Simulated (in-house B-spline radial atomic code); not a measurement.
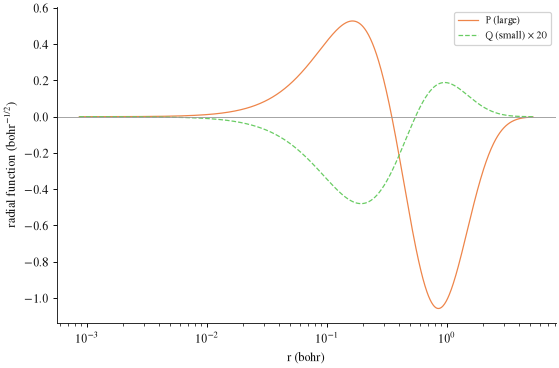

System: the vanadium ion V⁺, configuration [Ar] 3d4 (open shells shared over both j by 2j + 1). Computed with an in-house B-spline radial code: Dirac-Hartree-Fock, average of configuration, Fermi nucleus, basis-set limit.

The plot shows the large and small radial components of one occupied spinor.

Which spinor (n, l, j) is it?

It is 3p3/2. The spinor has κ = −2: the large component has l = 1 and 1 radial node (r = 0.349 bohr), the small one has l = 2. The small component carries 0.020 % of the norm; ⟨r⟩ = 1.04 bohr and the eigenvalue is −57.9 eV. The nodes of P give n − l − 1 and its extent picks the shell; Q has as many nodes as P for κ < 0 and one more for κ > 0.
